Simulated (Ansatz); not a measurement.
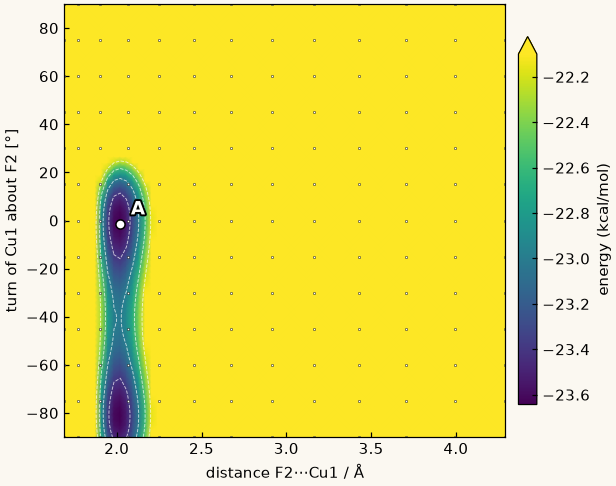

CuFH, charge +1. 
- The turn is about an axis along (−0.69, 0.72, 0.00) in the frame of the relaxed pair, normal to the line between the partners.
- Coordinates scanned: (1) distance F2···Cu1; (2) turn of Cu1 about F2.
- The grid has 13 × 13 points.
- Points are written as (first, second).
- All energies are given in kcal/mol relative to the ion and the molecule far apart, frozen as in the relaxed pair, each in its own basis (no counterpoise correction).
- These are results of RKS r2SCAN0-D4/def2-TZVPD (Ansatz 0.2.0), not measurements.

The picture shows a smooth colour map with a few white contour lines, dots at the grid points, one colour for all values above the top of the scale, the point A. Between grid points the surface is interpolated.

Question: What is the easiest way out of the well at A, and how high is the barrier?

Answer: The easiest path leads from the well at about (2.02 Å, −1°) to a well of about the same depth at about (2.02 Å, −82°). Its highest point lies about 0.62 kcal/mol above the bottom of the first well on the interpolated surface, at about (2.01 Å, −40°). This is the barrier on the constrained surface; relaxing the other coordinates would change it.

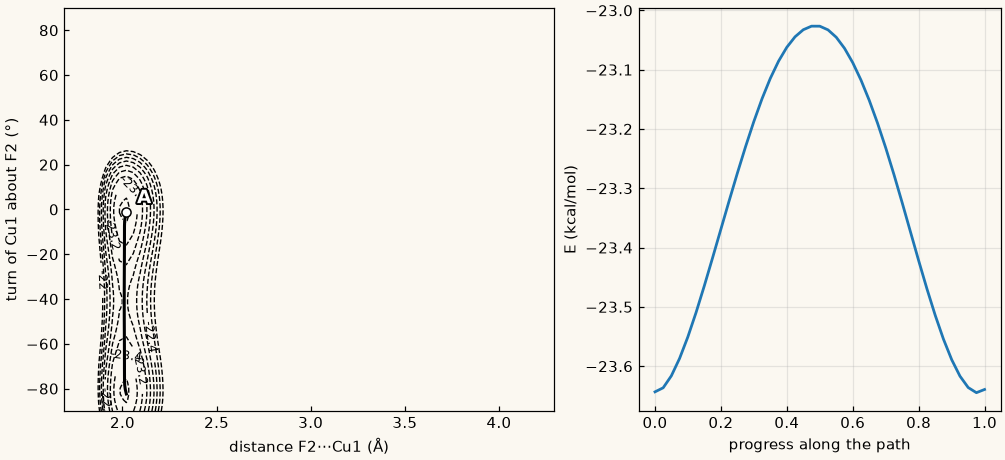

In the figure: contour lines labelled in kcal/mol (none above −22), a line along the lowest path, the energy along the path at the right. Between grid points the surface is interpolated.
